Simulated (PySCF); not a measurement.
# InCNCl2 (SMILES N#[C][In]([Cl])[Cl]) at BLYP/STO-3G

Aim: the vertical ionisation energy of InCNCl2 at BLYP/STO-3G, from 2 runs. Input form: a Python script.

The results are computed with PySCF 2.14.0.

## 1. The system as given

The species is InCNCl2 (5 atoms), meant as a singlet with charge 0. As SMILES, `N#[C][In]([Cl])[Cl]`. Geometry: relaxed at PBE0-D4/def2-TZVP.

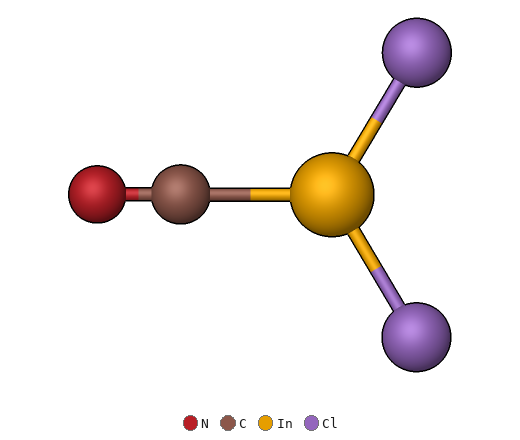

Viewed from a chosen angle; nitrogen red, carbon brown, indium amber, chlorine purple.

## 2. A single-point energy at BLYP/STO-3G

The input, input.py:

```python
from pyscf import gto, dft

mol = gto.M(
    atom=[
    ('N', (0.982000, -1.467500, 1.974200)),
    ('C', (0.557900, -0.832100, 1.111300)),
    ('In', (-0.210400, 0.315000, -0.457400)),
    ('Cl', (-1.894700, -0.494000, -1.778700)),
    ('Cl', (0.615000, 2.404900, -0.890900)),
],
    basis='sto-3g',
    verbose=4,
    max_memory=1860,
)

calc0 = dft.RKS(mol)
calc0.xc = 'blyp'
calc0.grids.level = 4
calc0.conv_tol = 1e-10
calc0.kernel()
if not calc0.converged:
    calc0 = calc0.newton().run(calc0.mo_coeff, calc0.mo_occ)

e_final = calc0.e_tot
print('Final energy', e_final)
```

Started as:

```bash
$ OMP_NUM_THREADS=1 python input.py
```

Log:

```text
PySCF version 2.14.0

[INPUT] num. atoms = 5
[INPUT] num. electrons = 96
[INPUT] charge = 0
[INPUT] spin (= nelec alpha-beta = 2S) = 0
[INPUT] symmetry False subgroup None
[INPUT] Mole.unit = angstrom
[INPUT] Symbol           X                Y                Z      unit          X                Y                Z       unit  Magmom
[INPUT]  1 N      0.982000000000  -1.467500000000   1.974200000000 AA    1.855711054323  -2.773173087799   3.730697315116 Bohr   0.0
[INPUT]  2 C      0.557900000000  -0.832100000000   1.111300000000 AA    1.054278204895  -1.572441108251   2.100052642229 Bohr   0.0
[INPUT]  3 In    -0.210400000000   0.315000000000  -0.457400000000 AA   -0.397598376608   0.595263729238  -0.864360729376 Bohr   0.0
[INPUT]  4 Cl    -1.894700000000  -0.494000000000  -1.778700000000 AA   -3.580464088213  -0.933524705535  -3.361255857764 Bohr   0.0
[INPUT]  5 Cl     0.615000000000   2.404900000000  -0.890900000000 AA    1.162181566608   4.544602356967  -1.683557004375 Bohr   0.0

nuclear repulsion = 628.257844371267
number of shells = 27
number of NR pGTOs = 165
number of NR cGTOs = 55
basis = sto-3g
ecp = {}

******** <class 'pyscf.dft.rks.RKS'> ********
method = RKS
initial guess = minao
damping factor = 0
level_shift factor = 0
DIIS = <class 'pyscf.scf.diis.CDIIS'>
diis_start_cycle = 1
diis_space = 8
diis_damp = 0
SCF conv_tol = 1e-10
SCF conv_tol_grad = None
SCF max_cycles = 50
direct_scf = True
direct_scf_tol = 1e-13
XC library pyscf.dft.libxc version 7.0.0
    S. Lehtola, C. Steigemann, M. J.T. Oliveira, and M. A.L. Marques.,  SoftwareX 7, 1–5 (2018)
XC functionals = blyp
    A. D. Becke.,  Phys. Rev. A 38, 3098 (1988)
    C. Lee, W. Yang, and R. G. Parr.,  Phys. Rev. B 37, 785 (1988)
    B. Miehlich, A. Savin, H. Stoll, and H. Preuss.,  Chem. Phys. Lett. 157, 200 (1989)
radial grids:
    Treutler-Ahlrichs [JCP 102, 346 (1995); DOI:10.1063/1.469408] (M4) radial grids

becke partition: Becke, JCP 88, 2547 (1988); DOI:10.1063/1.454033
pruning grids: <function nwchem_prune>
grids dens level: 4
symmetrized grids: False
atomic radii adjust function: <function treutler_atomic_radii_adjust>
small_rho_cutoff = 0
Set gradient conv threshold to 1e-05
Initial guess from minao.
tot grids = 145992
init E= -6671.89892116031
  HOMO = -0.536715299864703  LUMO = -0.387206038492483  gap/eV = 4.06835
cycle= 1 E= -6686.70654553007  delta_E= -14.8  |g|= 0.427  |ddm|= 3.57
  HOMO = -0.118551756718133  LUMO = -0.00822791759112751  gap/eV = 3.00206
cycle= 2 E= -6686.45762659982  delta_E= 0.249  |g|= 1.01  |ddm|=  1.9
  HOMO = -0.169574512123055  LUMO = -0.0259773196047474  gap/eV = 3.90748
cycle= 3 E= -6686.76096871989  delta_E= -0.303  |g|= 0.217  |ddm|= 1.23
  HOMO = -0.179648625390504  LUMO = -0.0285188619044804  gap/eV = 4.11245
cycle= 4 E= -6686.77345454642  delta_E= -0.0125  |g|= 0.0408  |ddm|= 0.331
  HOMO = -0.181772476603738  LUMO = -0.0270576498065029  gap/eV = 4.21000
cycle= 5 E= -6686.7742518651  delta_E= -0.000797  |g|= 0.00808  |ddm|= 0.101
  HOMO = -0.180858259695858  LUMO = -0.0271390126306262  gap/eV = 4.18291
cycle= 6 E= -6686.77427400601  delta_E= -2.21e-05  |g|= 0.00193  |ddm|= 0.0165
  HOMO = -0.180893845016707  LUMO = -0.0270553892897628  gap/eV = 4.18616
cycle= 7 E= -6686.77427506554  delta_E= -1.06e-06  |g|= 0.000412  |ddm|= 0.00269
  HOMO = -0.180912263465257  LUMO = -0.0270824705956849  gap/eV = 4.18592
cycle= 8 E= -6686.77427513758  delta_E= -7.2e-08  |g|= 7.38e-05  |ddm|= 0.000828
  HOMO = -0.180916390923535  LUMO = -0.0270828760486236  gap/eV = 4.18602
cycle= 9 E= -6686.77427513904  delta_E= -1.46e-09  |g|= 1.38e-06  |ddm|= 7.76e-05
  HOMO = -0.180916336017114  LUMO = -0.0270828739185203  gap/eV = 4.18602
cycle= 10 E= -6686.77427513904  delta_E= 9.09e-13  |g|= 5.26e-08  |ddm|= 1.69e-06
  HOMO = -0.180916337589887  LUMO = -0.0270828795011724  gap/eV = 4.18602
Extra cycle  E= -6686.77427513901  delta_E= 2.91e-11  |g|= 1.21e-07  |ddm|= 3.4e-07
converged SCF energy = -6686.77427513901
Final energy -6686.774275139014
```

It took 8.1 s on 1 thread of Arm Neoverse V1, shared host; peak memory 0.34 GiB.

## 3. The doublet cation

The input, job.py:

```python
from pyscf import gto, dft

mol = gto.M(
    atom='''
N        0.982000      -1.467500       1.974200
C        0.557900      -0.832100       1.111300
In      -0.210400       0.315000      -0.457400
Cl      -1.894700      -0.494000      -1.778700
Cl       0.615000       2.404900      -0.890900
''',
    verbose=3,
    max_memory=1860,
    spin=1,
    basis='sto-3g',
    charge=1,
)

mf = dft.UKS(mol, xc='blyp')
mf.grids.level = 4
mf.conv_tol = 1e-10
mf.kernel()
if not mf.converged:
    mf = mf.newton().run(mf.mo_coeff, mf.mo_occ)

energy = mf.e_tot
print('Final energy', energy)
```

Started as:

```bash
$ OMP_NUM_THREADS=1 python job.py
```

Log:

```text
WARN: HOMO -0.536715299864662 >= LUMO -0.53671529986464

WARN: HOMO -0.285533722232439 >= LUMO -0.285314316471396

converged SCF energy = -6686.46815726236  <S^2> = 0.75127956  2S+1 = 2.0012792
Final energy -6686.4681572623595
```

Wall time 20 s (1 thread of Arm Neoverse V1, shared host); peak memory 0.36 GiB.

## 4. Results

Level: BLYP/STO-3G.

| quantity | value |
| --- | --- |
| singlet InCNCl2: total energy | -6686.77428 Eh |
| singlet InCNCl2: dipole moment | 1.07 D |
| singlet InCNCl2: HOMO energy | -4.92 eV |
| singlet InCNCl2: LUMO energy | -0.74 eV |
| singlet InCNCl2: HOMO–LUMO gap | 4.19 eV |
| doublet cation: total energy | -6686.46816 Eh |
| doublet cation: HOMO energy (highest over α and β) | -11.97 eV |
| doublet cation: LUMO energy (lowest over α and β) | -11.67 eV |
| doublet cation: ⟨S²⟩ | 0.751 |
| vertical ionisation energy (to the doublet cation) | 8.330 eV |

What this shows: The vertical ionisation energy comes to 8.33 eV (804 kJ/mol). The negative HOMO energy of the first species, 4.92 eV, lies 3.41 eV below that difference. In a minimal basis such a difference can be off by several eV, whatever the method. Relativity is left out (singlet InCNCl2) although the molecule holds a heavy atom. Relativity is left out (doublet cation) although the molecule holds a heavy atom.
